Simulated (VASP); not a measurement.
Band structure of TiCo (space group Pm-3m). These are PBE GGA, VASP's PBE PAW potentials (set 64) (plane waves; VASP) values and carry that method's errors.

The run has a spin-polarised start.

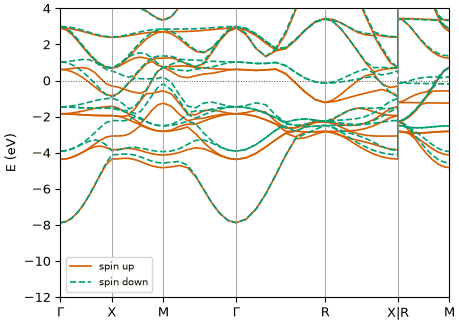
Figure. Bands along high-symmetry lines, zero at the valence-band maximum or, without a gap, the Fermi level

Problem. Read the plot: is there a gap, and where are the band edges?

Solution. It has no gap at this level: it comes out as a metal or semimetal.

The structure comes from a computed database's TiCo entry; how it stands against other phases isn't given here. The cell was not relaxed at this level.
